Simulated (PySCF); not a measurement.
# CH₇FN₂SSi: NMR shifts at several levels of theory, part 2 of 2

PySCF 2.14.0. Atoms count from 0. Earlier steps stand in the parts before.

## Step 8: Nuclear shieldings: PBE0/cc-pVTZ

What the job is given:

```
{"job": {"kind": "nmr", "xc": "PBE0", "basis": "cc-pVTZ", "pop": true}, "charge": 0, "multiplicity": 1}
C      2.194298    -0.827512    -0.015176
S      0.517275    -1.462573    -0.357834
Si    -0.669802     0.166276     0.344384
N     -2.245675    -0.254842     0.833658
N     -0.769374     1.360091    -0.866537
F      0.092444     0.688734     1.691053
H      2.486649    -0.050410    -0.735139
H      2.252349    -0.426485     1.004687
H      2.882200    -1.677406    -0.112786
H     -2.986260    -0.329328     0.147858
H     -2.412189    -0.832061     1.648827
H     -0.126747     1.367399    -1.647380
H     -1.212794     2.257091    -0.707775
```

Method: GIAO PBE0/cc-pVTZ NMR shielding, non-relativistic, gas phase.

The program printed:

```text
coarse grid: 11888 points
cycle   1  E = -939.0100276755  dE =  4.801e-01  |g| = 7.477e-01  |ddm| = 6.655e+00
cycle   2  E = -938.9387604109  dE =  7.127e-02  |g| = 1.027e+00  |ddm| = 2.112e+00
cycle   3  E = -939.1122370786  dE = -1.735e-01  |g| = 8.227e-02  |ddm| = 1.155e+00
cycle   4  E = -939.1134271676  dE = -1.190e-03  |g| = 3.565e-02  |ddm| = 1.611e-01
cycle   5  E = -939.1136377613  dE = -2.106e-04  |g| = 9.665e-03  |ddm| = 4.844e-02
cycle   6  E = -939.1136568796  dE = -1.912e-05  |g| = 2.150e-03  |ddm| = 1.566e-02
cycle   7  E = -939.1136577958  dE = -9.162e-07  |g| = 4.819e-04  |ddm| = 3.454e-03
final grid: 106072 points
cycle   8  E = -939.1187950851  dE = -5.446e-05  |g| = 1.009e-02  |ddm| = 7.213e-02
cycle   9  E = -939.1187774759  dE =  1.761e-05  |g| = 1.338e-02  |ddm| = 3.163e-02
cycle  10  E = -939.1188162868  dE = -3.881e-05  |g| = 5.118e-04  |ddm| = 1.830e-02
cycle  11  E = -939.1188163462  dE = -5.945e-08  |g| = 1.850e-04  |ddm| = 8.891e-04
cycle  12  E = -939.1188163520  dE = -5.813e-09  |g| = 8.107e-05  |ddm| = 2.900e-04
cycle  13  E = -939.1188163532  dE = -1.143e-09  |g| = 1.734e-05  |ddm| = 1.012e-04
cycle  14  E = -939.1188163532  dE = -5.639e-11  |g| = 4.346e-06  |ddm| = 2.426e-05
converged SCF energy = -939.1188163532

GIAO shielding tensors (ppm)
atom      isotropic    diamagn.    paramagn.     s11        s22        s33       span
  0 C      173.348     242.393     -69.045    163.133    164.612    192.298     29.165
  1 S      679.525    1059.521    -379.996    609.089    618.548    810.938    201.850
  2 Si     373.953     887.504    -513.551    357.196    367.767    396.897     39.700
  3 N      236.397     301.931     -65.533    208.828    234.483    265.881     57.054
  4 N      232.922     303.866     -70.944    202.911    226.219    269.637     66.726
  5 F      307.765     468.061    -160.296    257.682    298.191    367.423    109.741
  6 H       29.298      30.574      -1.276     23.616     27.473     36.804     13.188
  7 H       28.753      30.139      -1.386     22.737     28.347     35.175     12.438
  8 H       29.495      29.072       0.423     23.883     26.703     37.900     14.016
  9 H       30.403      29.703       0.700     23.809     26.690     40.711     16.902
 10 H       30.588      29.569       1.019     23.805     26.504     41.454     17.649
 11 H       30.210      31.426      -1.216     23.130     27.894     39.607     16.477
 12 H       30.231      29.901       0.330     23.468     25.577     41.647     18.179
```

Run time: 68 s. Hardware: 1 thread of Arm Neoverse N1, shared host; peak memory 1.1 GiB.

In short: δ C0 13.9, S1 -155, Si2 -14.0, N3 32.1, H6 2.11, H9 0.93 ppm (means over like atoms).

## Step 9: NMR shieldings: PBE0/aug-cc-pVDZ

Same as in step 8 but for these lines:

```diff
@@ -1,2 +1,2 @@
-{"job": {"kind": "nmr", "xc": "PBE0", "basis": "cc-pVTZ", "pop": true}, "charge": 0, "multiplicity": 1}
+{"job": {"kind": "nmr", "xc": "PBE0", "basis": "aug-cc-pVDZ", "pop": true}, "charge": 0, "multiplicity": 1}
 C      2.194298    -0.827512    -0.015176
```

Level: GIAO PBE0/aug-cc-pVDZ NMR shielding, non-relativistic, gas phase.

The program printed:

```text
coarse grid: 11888 points
cycle   1  E = -938.9066980258  dE =  5.285e-01  |g| = 6.952e-01  |ddm| = 7.021e+00
cycle   2  E = -938.8365870031  dE =  7.011e-02  |g| = 9.481e-01  |ddm| = 2.305e+00
cycle   3  E = -939.0028950108  dE = -1.663e-01  |g| = 7.612e-02  |ddm| = 1.215e+00
cycle   4  E = -939.0040850688  dE = -1.190e-03  |g| = 2.743e-02  |ddm| = 1.848e-01
cycle   5  E = -939.0042403468  dE = -1.553e-04  |g| = 8.435e-03  |ddm| = 4.866e-02
cycle   6  E = -939.0042555494  dE = -1.520e-05  |g| = 1.922e-03  |ddm| = 1.617e-02
cycle   7  E = -939.0042564649  dE = -9.155e-07  |g| = 4.892e-04  |ddm| = 4.289e-03
final grid: 106072 points
cycle   8  E = -939.0166904100  dE = -1.888e-05  |g| = 9.309e-03  |ddm| = 8.568e-02
cycle   9  E = -939.0166723395  dE =  1.807e-05  |g| = 1.281e-02  |ddm| = 3.439e-02
cycle  10  E = -939.0167112087  dE = -3.887e-05  |g| = 4.553e-04  |ddm| = 1.939e-02
cycle  11  E = -939.0167112539  dE = -4.520e-08  |g| = 1.838e-04  |ddm| = 1.032e-03
cycle  12  E = -939.0167112593  dE = -5.387e-09  |g| = 7.538e-05  |ddm| = 3.240e-04
cycle  13  E = -939.0167112607  dE = -1.348e-09  |g| = 1.111e-05  |ddm| = 1.266e-04
cycle  14  E = -939.0167112607  dE = -2.501e-11  |g| = 4.406e-06  |ddm| = 2.139e-05
converged SCF energy = -939.0167112607

GIAO shielding tensors (ppm)
atom      isotropic    diamagn.    paramagn.     s11        s22        s33       span
  0 C      180.087     210.615     -30.528    169.462    170.384    200.416     30.954
  1 S      698.512    1047.687    -349.175    632.731    642.893    819.913    187.182
  2 Si     421.755     866.560    -444.805    408.584    418.008    438.672     30.087
  3 N      242.872     284.122     -41.250    221.236    238.558    268.822     47.586
  4 N      240.273     281.142     -40.869    215.706    232.692    272.422     56.717
  5 F      326.036     483.067    -157.031    287.285    320.141    370.681     83.396
  6 H       29.301      29.075       0.226     23.736     27.379     36.786     13.050
  7 H       28.744      29.010      -0.266     22.766     28.354     35.113     12.347
  8 H       29.500      31.629      -2.129     23.936     26.749     37.814     13.878
  9 H       30.488      30.364       0.124     23.998     26.836     40.631     16.633
 10 H       30.668      31.419      -0.751     23.968     26.664     41.372     17.404
 11 H       30.327      31.682      -1.355     23.335     28.124     39.523     16.188
 12 H       30.316      30.886      -0.571     23.601     25.790     41.557     17.956
```

It took 42 s on 1 thread of Arm Neoverse N1, shared host; peak memory 0.99 GiB.

This run: δ C0 15.0, S1 -141, Si2 -5.0, N3 28.3, H6 2.21, H9 0.95 ppm (means over like atoms).

## Step 10: NMR shieldings: PBE0/IGLO-III

Same as in step 9 but for these lines:

```diff
@@ -1,2 +1,2 @@
-{"job": {"kind": "nmr", "xc": "PBE0", "basis": "aug-cc-pVDZ", "pop": true}, "charge": 0, "multiplicity": 1}
+{"job": {"kind": "nmr", "xc": "PBE0", "basis": "IGLO-III", "pop": true}, "charge": 0, "multiplicity": 1}
 C      2.194298    -0.827512    -0.015176
```

With the program's defaults for keys left out, this is: GIAO PBE0/IGLO-III NMR shielding, non-relativistic, gas phase.

The program printed:

```text
coarse grid: 11888 points
cycle   1  E = -939.0192644994  dE =  4.282e-01  |g| = 7.687e-01  |ddm| = 2.653e+00
cycle   2  E = -938.9391103300  dE =  8.015e-02  |g| = 1.058e+00  |ddm| = 9.558e-01
cycle   3  E = -939.1219292857  dE = -1.828e-01  |g| = 9.009e-02  |ddm| = 5.125e-01
cycle   4  E = -939.1231055015  dE = -1.176e-03  |g| = 4.715e-02  |ddm| = 1.253e-01
cycle   5  E = -939.1234777329  dE = -3.722e-04  |g| = 9.967e-03  |ddm| = 3.263e-02
cycle   6  E = -939.1234963848  dE = -1.865e-05  |g| = 3.291e-03  |ddm| = 1.099e-02
cycle   7  E = -939.1234982842  dE = -1.899e-06  |g| = 5.625e-04  |ddm| = 3.456e-03
final grid: 106072 points
cycle   8  E = -939.1281213581  dE = -8.118e-05  |g| = 1.037e-02  |ddm| = 4.388e-02
cycle   9  E = -939.1281045382  dE =  1.682e-05  |g| = 1.328e-02  |ddm| = 1.343e-02
cycle  10  E = -939.1281408669  dE = -3.633e-05  |g| = 8.122e-04  |ddm| = 8.222e-03
cycle  11  E = -939.1281409950  dE = -1.281e-07  |g| = 2.082e-04  |ddm| = 6.467e-04
cycle  12  E = -939.1281410014  dE = -6.403e-09  |g| = 9.572e-05  |ddm| = 1.553e-04
cycle  13  E = -939.1281410030  dE = -1.646e-09  |g| = 2.542e-05  |ddm| = 6.389e-05
cycle  14  E = -939.1281410031  dE = -1.162e-10  |g| = 4.063e-06  |ddm| = 1.517e-05
converged SCF energy = -939.1281410031

GIAO shielding tensors (ppm)
atom      isotropic    diamagn.    paramagn.     s11        s22        s33       span
  0 C      169.955     249.446     -79.491    159.326    161.420    189.119     29.793
  1 S      656.205    1062.158    -405.952    580.496    594.293    793.826    213.330
  2 Si     369.683     891.061    -521.378    349.583    368.868    390.599     41.015
  3 N      229.062     310.120     -81.058    205.372    221.739    260.076     54.703
  4 N      225.616     312.796     -87.180    198.051    215.085    263.711     65.660
  5 F      304.783     473.858    -169.075    257.722    294.380    362.248    104.526
  6 H       29.256      30.598      -1.343     23.532     27.498     36.737     13.205
  7 H       28.708      30.203      -1.495     22.710     28.374     35.041     12.331
  8 H       29.515      28.022       1.493     23.944     26.776     37.824     13.880
  9 H       30.458      29.792       0.666     24.099     26.953     40.322     16.223
 10 H       30.650      29.824       0.825     24.070     26.762     41.118     17.048
 11 H       30.223      32.029      -1.807     23.298     28.118     39.251     15.953
 12 H       30.343      30.860      -0.517     23.861     25.880     41.290     17.429
```

Run time: 64 s. Hardware: 1 thread of Arm Neoverse N1, shared host; peak memory 1.1 GiB.

Key values: δ C0 13.8, S1 -137, Si2 -24.3, N3 33.2, H6 2.21, H9 0.96 ppm (means over like atoms).

## Step 11: Shielding tensors: PBE0/pcSseg-0

Same as in step 10 but for these lines:

```diff
@@ -1,2 +1,2 @@
-{"job": {"kind": "nmr", "xc": "PBE0", "basis": "IGLO-III", "pop": true}, "charge": 0, "multiplicity": 1}
+{"job": {"kind": "nmr", "xc": "PBE0", "basis": "pcSseg-0", "pop": true}, "charge": 0, "multiplicity": 1}
 C      2.194298    -0.827512    -0.015176
```

Level: GIAO PBE0/pcSseg-0 NMR shielding, non-relativistic, gas phase.

The program printed:

```text
coarse grid: 11888 points
cycle   1  E = -937.4560511010  dE =  4.533e-01  |g| = 6.631e-01  |ddm| = 3.665e+00
cycle   2  E = -937.4260438186  dE =  3.001e-02  |g| = 8.266e-01  |ddm| = 1.685e+00
cycle   3  E = -937.5426338493  dE = -1.166e-01  |g| = 6.115e-02  |ddm| = 8.824e-01
cycle   4  E = -937.5433886035  dE = -7.548e-04  |g| = 2.503e-02  |ddm| = 1.235e-01
cycle   5  E = -937.5435147975  dE = -1.262e-04  |g| = 5.552e-03  |ddm| = 3.072e-02
cycle   6  E = -937.5435217474  dE = -6.950e-06  |g| = 1.026e-03  |ddm| = 8.095e-03
final grid: 106072 points
cycle   7  E = -937.5818550235  dE = -1.251e-05  |g| = 7.387e-03  |ddm| = 2.164e-02
cycle   8  E = -937.5818476716  dE =  7.352e-06  |g| = 9.408e-03  |ddm| = 1.876e-02
cycle   9  E = -937.5818671321  dE = -1.946e-05  |g| = 2.310e-04  |ddm| = 1.061e-02
cycle  10  E = -937.5818671453  dE = -1.312e-08  |g| = 8.945e-05  |ddm| = 5.182e-04
cycle  11  E = -937.5818671472  dE = -1.983e-09  |g| = 2.356e-05  |ddm| = 1.667e-04
cycle  12  E = -937.5818671474  dE = -1.639e-10  |g| = 6.294e-06  |ddm| = 4.794e-05
converged SCF energy = -937.5818671474

GIAO shielding tensors (ppm)
atom      isotropic    diamagn.    paramagn.     s11        s22        s33       span
  0 C      179.004     254.261     -75.257    168.155    169.111    199.745     31.591
  1 S      745.272    1057.465    -312.194    682.559    711.503    841.752    159.193
  2 Si     347.465     874.600    -527.135    332.042    344.195    366.158     34.116
  3 N      248.734     328.313     -79.578    213.841    256.661    275.701     61.860
  4 N      243.540     329.214     -85.673    208.514    242.612    279.495     70.981
  5 F      346.731     475.852    -129.121    287.441    358.840    393.911    106.471
  6 H       31.254      29.987       1.268     25.521     29.050     39.192     13.671
  7 H       30.631      29.321       1.310     24.105     30.231     37.556     13.451
  8 H       30.888      30.381       0.507     24.782     27.807     40.074     15.292
  9 H       32.654      30.992       1.662     25.209     28.211     44.540     19.331
 10 H       32.869      30.892       1.977     25.006     28.296     45.306     20.300
 11 H       32.565      32.179       0.386     25.078     29.572     43.045     17.966
 12 H       32.256      30.993       1.263     24.446     27.204     45.116     20.670
```

Wall time 10 s (1 thread of Arm Neoverse N1, shared host); peak memory 0.48 GiB.

In short: δ C0 14.5, S1 -230, Si2 1.1, N3 19.9, H6 1.91, H9 0.25 ppm (means over like atoms).

## Step 12: Nuclear shieldings: PBE0/pcSseg-2

Same as in step 11 but for these lines:

```diff
@@ -1,2 +1,2 @@
-{"job": {"kind": "nmr", "xc": "PBE0", "basis": "pcSseg-0", "pop": true}, "charge": 0, "multiplicity": 1}
+{"job": {"kind": "nmr", "xc": "PBE0", "basis": "pcSseg-2", "pop": true}, "charge": 0, "multiplicity": 1}
 C      2.194298    -0.827512    -0.015176
```

Level: GIAO PBE0/pcSseg-2 NMR shielding, non-relativistic, gas phase.

The program printed:

```text
coarse grid: 11888 points
cycle   1  E = -939.0302006755  dE =  4.595e-01  |g| = 7.539e-01  |ddm| = 2.629e+00
cycle   2  E = -938.9519881662  dE =  7.821e-02  |g| = 1.040e+00  |ddm| = 9.738e-01
cycle   3  E = -939.1329499331  dE = -1.810e-01  |g| = 8.585e-02  |ddm| = 5.609e-01
cycle   4  E = -939.1341907011  dE = -1.241e-03  |g| = 3.763e-02  |ddm| = 9.057e-02
cycle   5  E = -939.1344263930  dE = -2.357e-04  |g| = 9.302e-03  |ddm| = 2.504e-02
cycle   6  E = -939.1344430168  dE = -1.662e-05  |g| = 3.047e-03  |ddm| = 8.580e-03
cycle   7  E = -939.1344446831  dE = -1.666e-06  |g| = 5.386e-04  |ddm| = 2.617e-03
final grid: 106072 points
cycle   8  E = -939.1425923217  dE = -7.512e-05  |g| = 9.504e-03  |ddm| = 2.464e-02
cycle   9  E = -939.1425763844  dE =  1.594e-05  |g| = 1.276e-02  |ddm| = 1.263e-02
cycle  10  E = -939.1426112962  dE = -3.491e-05  |g| = 5.076e-04  |ddm| = 7.788e-03
cycle  11  E = -939.1426113398  dE = -4.357e-08  |g| = 1.774e-04  |ddm| = 6.033e-04
cycle  12  E = -939.1426113447  dE = -4.873e-09  |g| = 8.132e-05  |ddm| = 1.496e-04
cycle  13  E = -939.1426113460  dE = -1.318e-09  |g| = 1.676e-05  |ddm| = 6.561e-05
cycle  14  E = -939.1426113460  dE = -4.775e-11  |g| = 4.645e-06  |ddm| = 1.342e-05
converged SCF energy = -939.1426113460

GIAO shielding tensors (ppm)
atom      isotropic    diamagn.    paramagn.     s11        s22        s33       span
  0 C      170.001     243.463     -73.462    159.478    161.233    189.292     29.813
  1 S      653.773    1058.993    -405.220    576.857    589.543    794.920    218.063
  2 Si     363.749     877.183    -513.433    344.225    361.529    385.494     41.270
  3 N      230.333     318.052     -87.719    205.824    223.644    261.532     55.708
  4 N      226.402     319.820     -93.418    198.552    216.186    264.468     65.916
  5 F      304.881     471.525    -166.644    257.417    294.002    363.224    105.807
  6 H       29.231      30.379      -1.148     23.494     27.446     36.753     13.260
  7 H       28.718      30.041      -1.323     22.698     28.398     35.058     12.360
  8 H       29.398      28.508       0.890     23.796     26.527     37.871     14.075
  9 H       30.178      30.636      -0.458     23.743     26.315     40.476     16.732
 10 H       30.344      30.447      -0.103     23.630     26.161     41.240     17.610
 11 H       29.966      32.801      -2.835     23.028     27.441     39.429     16.402
 12 H       29.989      30.827      -0.838     23.430     25.238     41.299     17.869
```

Wall time 86 s (1 thread of Arm Neoverse N1, shared host); peak memory 1.3 GiB.

Key values: δ C0 14.1, S1 -151, Si2 -22.5, N3 33.3, H6 2.13, H9 1.13 ppm (means over like atoms).

## Step 13: Comparing the runs: NMR shifts

Shifts (ppm), means over like atoms, with basis size and wall time:

| run | C0 | H6 | H9 | S1 | Si2 | N3 | F5 | functions | time |
| --- | --- | --- | --- | --- | --- | --- | --- | --- | --- |
| PBE0/6-31G* | 13.1 | 1.87 | 0.50 | -154 | -8.9 | 23.0 | -116.4 | 106 | 16 s |
| PBE0/6-311+G(2d,p) | 14.4 | 2.19 | 0.83 | -144 | -19.5 | 32.8 | -133.9 | 220 | 41 s |
| PBE0/def2-SVP | 12.7 | 1.79 | 0.65 | -157 | -26.5 | 28.0 | -105.4 | 127 | 18 s |
| PBE0/def2-TZVP | 13.7 | 2.08 | 0.82 | -154 | -24.6 | 34.6 | -124.1 | 240 | 49 s |
| PBE0/cc-pVDZ | 13.9 | 1.87 | 0.58 | -162 | -21.6 | 28.8 | -118.9 | 127 | 20 s |
| PBE0/cc-pVTZ | 13.9 | 2.11 | 0.93 | -155 | -14.0 | 32.1 | -125.2 | 286 | 68 s |
| PBE0/aug-cc-pVDZ | 15.0 | 2.21 | 0.95 | -141 | -5.0 | 28.3 | -131.9 | 209 | 42 s |
| PBE0/IGLO-III | 13.8 | 2.21 | 0.96 | -137 | -24.3 | 33.2 | -130.1 | 298 | 64 s |
| PBE0/pcSseg-0 | 14.5 | 1.91 | 0.25 | -230 | 1.1 | 19.9 | -168.4 | 76 | 10 s |
| PBE0/pcSseg-2 | 14.1 | 2.13 | 1.13 | -151 | -22.5 | 33.3 | -129.1 | 328 | 86 s |

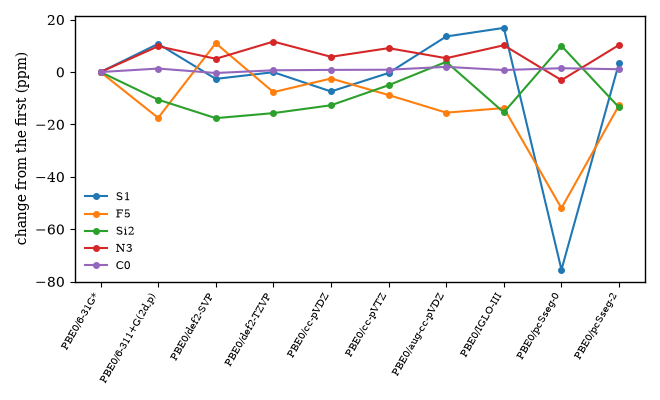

How five of the tabulated atoms move from run to run.

## Step 14: Outcome

This closing draws on all 2 parts.

| quantity | value |
| --- | --- |
| point group | C1 |
| rotational constants (main isotopes) | 3.19, 1.63, 1.57 GHz |
| 13C shifts against TMS (PBE0/6-31G*) | 13.1 ppm |
| 1H shifts against TMS (PBE0/6-31G*, means over atoms taken as alike) | 1.87, 0.50 ppm |
| 33S shifts against CS2 (PBE0/6-31G*) | -154 ppm |
| 29Si shifts against TMS (PBE0/6-31G*) | -8.9 ppm |
| 15N shifts against NH3 (PBE0/6-31G*, means over atoms taken as alike) | 23.0 ppm |
| 19F shifts against CFCl3 (PBE0/6-31G*) | -116.4 ppm |
| range of the shift of S1 | -230 to -137 ppm |

**Reading.** Single values in the summary come from the first sound run of each kind (PBE0/6-31G*), which need not be the best level. The start of the PBE0/def2-SVP relaxation was shaken at random by about 0.01 Å, so part of the energy gained, and of the first lengths quoted, undoes that. Relaxing lowered the energy by 0.222 eV in 28 steps; the close pair that moved most is C0–H8, from 1.044 to 1.098 Å. At PBE0/6-31G*: The widest tensor belongs to S1: span 192 ppm, with a paramagnetic part of -358 ppm. In ppm, S1 moves most: its shift spreads over 92 ppm, from -230 (PBE0/pcSseg-0) to -137 (PBE0/IGLO-III).
